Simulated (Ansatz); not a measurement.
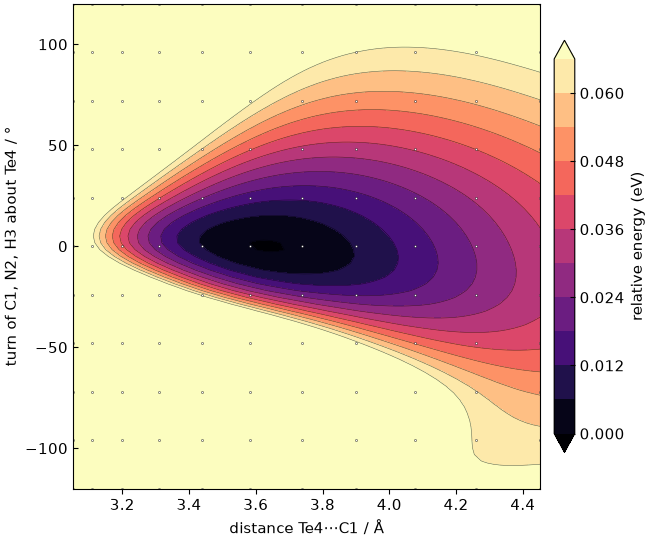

The pair CHN···H₂Te. The turn is about an axis along (0.14, 0.99, 0.05) in the frame of the relaxed pair, normal to the line between the partners. The first coordinate is: distance Te4···C1; the second: turn of C1, N2, H3 about Te4. The grid has 11 × 11 points. Points are written as (first, second). All energies are given in eV relative to the lowest grid point. Theory: RKS PBE0-D4/def2-TZVPD (Ansatz 0.2.0).

In the figure: filled contours, dots at the grid points, one colour for all values above the top of the scale. Between grid points the surface is interpolated.

Where is the minimum, and how stiff is the well along each coordinate?

Answer. The interpolated minimum is at distance Te4···C1 ≈ 3.634 Å, turn of C1, N2, H3 about Te4 ≈ −1°. The curvatures there are about 0.26 eV/Å² and 0.22 eV/rad², with a cross term of about 0.046 eV/(Å·rad). Round the minimum the valley is somewhat tilted: raising distance Te4···C1 shifts the best value of turn of C1, N2, H3 about Te4 downwards (coupling k₁₂/√(k₁₁k₂₂) about 0.2).
